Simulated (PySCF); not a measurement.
**H₂Se, SMILES `[SeH2]`: what the electrons do**

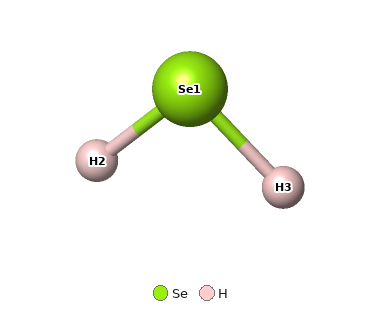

The molecule, with its atoms numbered as below. No frequency check shows the geometry to be a minimum.

Coordinates in Å:

```
Se1      0.0000   -0.0558    0.0000
H2       1.0283    0.9487    0.0000
H3      -1.0285    0.9485    0.0000
```

## 1. Bonding charge

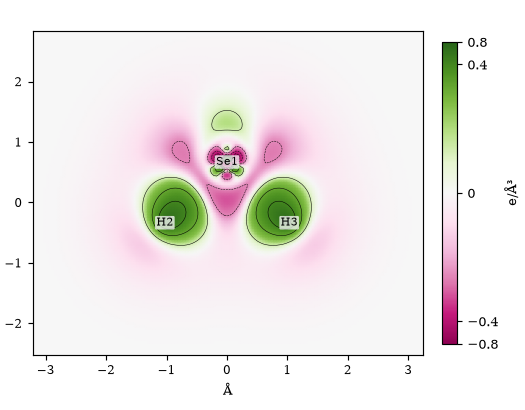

Deformation density (molecule less spherical, spin-averaged free atoms) in the molecular plane; colour scale in e/Å³, logarithmic beyond ±0.1; green: gain, pink: loss.

Computed with PySCF, PBE/def2-TZVP, geometry: GFN2-xTB.

Q: How much density has each bond in this plane gained at its critical point, relative to the free atoms?

A: Se1–H2 and Se1–H3: +0.30 e/Å³ at the bond critical point (bond length 1.44 Å, Mayer order 1.0). In all, 0.6 electrons gather in the regions of gain relative to the promolecule.

## 2. Electrostatic potential

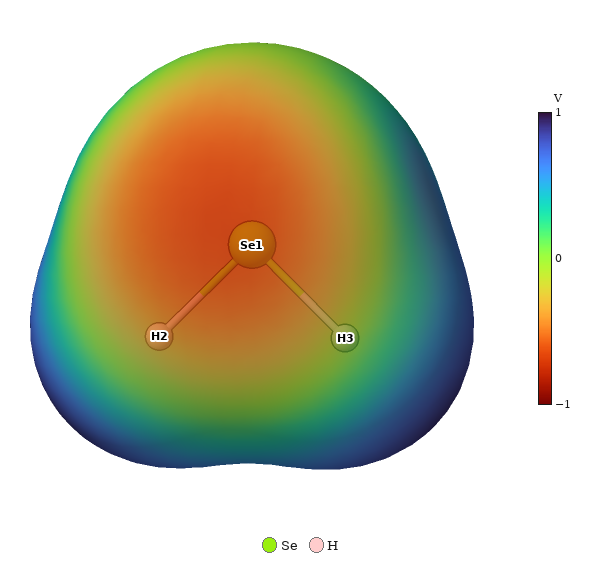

Electrostatic potential on the surface of electron density 0.001 a.u.

Q: Where are the extremes of the potential on the surface?

A: Highest: 0.91 V, 1.4 Å from H2, and at like points elsewhere. Lowest: −0.70 V, 2.4 Å from Se1, and at like points elsewhere. The surface is sampled at points, so like sites can differ by a few per cent and only the strongest of them is named.

## 3. In an electric field

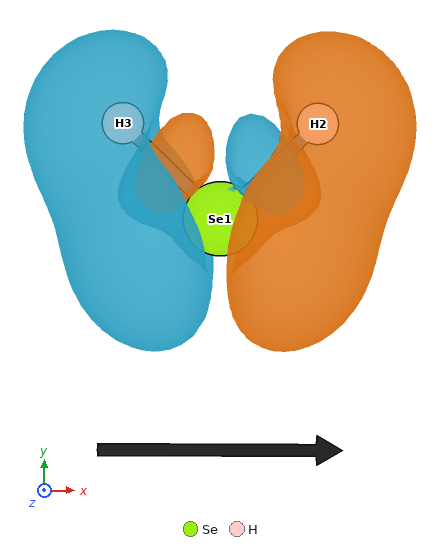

Change of the electron density in a uniform field of 0.21 V/Å along +x (arrow), surfaces at ±0.001 e/Å³ (light blue: gain, orange: loss).

Method: PBE/def2-TZVP; geometry: GFN2-xTB; program: PySCF. A basis without diffuse functions makes polarisabilities too small.

Q: What dipole is induced, and what polarisability does it imply?

A: The induced dipole is 0.27 D (along the field); α along this axis, from the fields in both directions, is 27 bohr³ (4.0 Å³).

Q: Which atoms gain and lose the most charge?

A: Electrons gather most on H3 (Hirshfeld charge changes by −0.009 e) and leave H2 most (+0.009 e); 0.028 electrons are displaced in all.

## 4. Removing or adding an electron

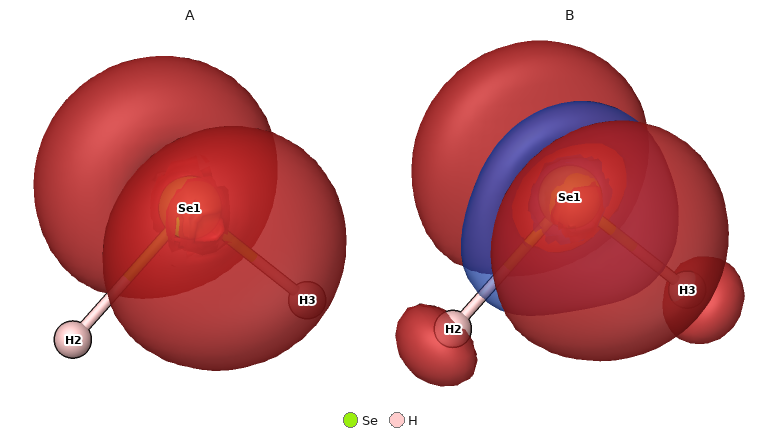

The Fukui function f⁻ from two separate SCF calculations and the density of the HOMO, at ±0.04 e/Å³ (red positive, blue negative).

PySCF calculation, PBE/def2-TZVP, gas phase; geometry: GFN2-xTB.

Q: Which panel is which, and how good is the frozen-orbital picture?

A: B is f⁻ (it has negative regions), A the HOMO density. The HOMO lies on Se1 (91 %); f⁻ (Hirshfeld-condensed) is largest on Se1 (0.78); the vertical ionisation energy is 9.80 eV. Relaxation shifts 13 % of the electron between atoms. The orbital energy is −5.92 eV.
